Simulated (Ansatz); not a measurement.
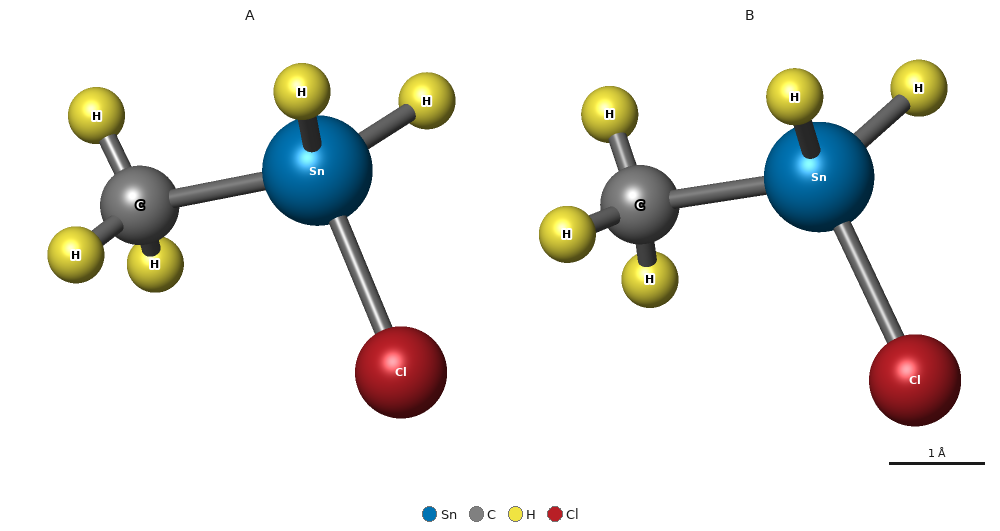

Two geometries of CH$_{5}$ClSn, drawn at one scale. One is the start of a relaxation, the other its converged end. A ball-and-stick model, seen at a tilt.

Method: RKS BHLYP-D4/def2-SVP in Ansatz. Set-up: no spin polarisation; force threshold 0.02 eV/Å; at most 40 steps.

### Which of the two is the end point?

Structure A is the relaxed one. The run prepares the start of a later molecular dynamics calculation, from a guessed geometry. The energy falls by 8.81 kJ/mol in 11 geometry steps. Largest force component: 0.6 eV/Å at the start, 0.0081 eV/Å at the end. The forces were under the threshold at step 4, but the run went on from there. The atom that moves furthest after the best rigid fit is an H atom (0.24 Å). By element the largest moves are H 0.24 Å, Cl 0.19 Å, Sn 0.07 Å, C 0.01 Å. Near-neighbour distances that change, for instance: Cl–Sn 2.408 → 2.365 Å, H–Sn 1.739 → 1.704 Å, C–H 1.110 → 1.091 Å, C–Sn 2.150 → 2.138 Å. Bond angles that change, for instance: C–Sn–H 109.4° → 113.2°, H–Sn–Cl 109.5° → 105.9°, C–Sn–Cl 109.5° → 106.1°.
